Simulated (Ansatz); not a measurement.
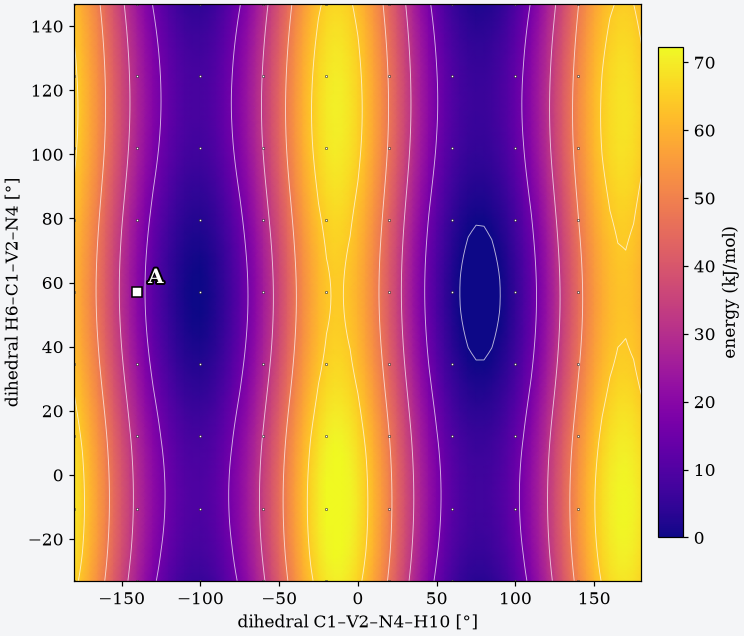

CH₆FN₂V, SMILES [CH3][V](=[NH])([NH2])[F]. Coordinates scanned: (1) dihedral C1–V2–N4–H10; (2) dihedral H6–C1–V2–N4. Nothing is relaxed (all other coordinates rigid). The grid has 9 × 9 points. Points are written as (first, second). All energies are given in kJ/mol relative to the lowest grid point. Theory: RKS PBE0-D4/def2-SVP (Ansatz 0.2.0).

In the figure: a smooth colour map with a few white contour lines, dots at the grid points, the point A. Between grid points the surface is interpolated.

Which way does the force act at A, and how strong is it?

A, at (−140°, 57.0°), is not a stationary point. The computed force is 0.99 kJ/mol for each degree towards larger values of dihedral C1–V2–N4–H10 and nearly zero along dihedral H6–C1–V2–N4.
